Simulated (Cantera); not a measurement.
A closed system holds: 1 mol C6H6, 1.6 mol O2, equilibrated at 0.170 bar.

Equilibrium computed with Cantera from the NASA thermochemical tables; the gas is ideal and each condensed phase is pure. Candidate condensed phases: C, C6H6, C7H8, C8H18, H2O; 110 gas species. Kinetics and transport are ignored.

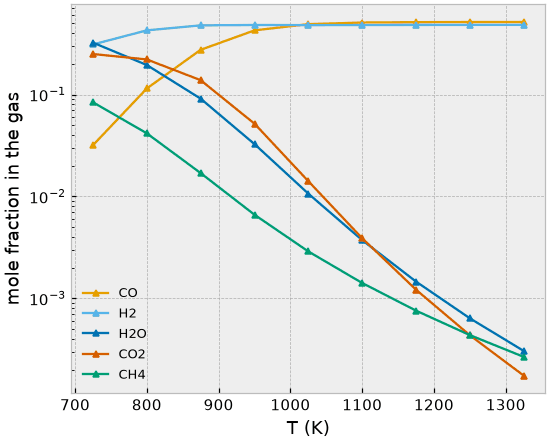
Figure: Equilibrium gas composition (values under 1e-9 drawn at 1e-9)

**Question.** Read off the mole fractions at 800 K.

**Answer.** H2 about 0.43, CO2 about 0.22, H2O about 0.20, CO about 0.11, CH4 about 0.042.
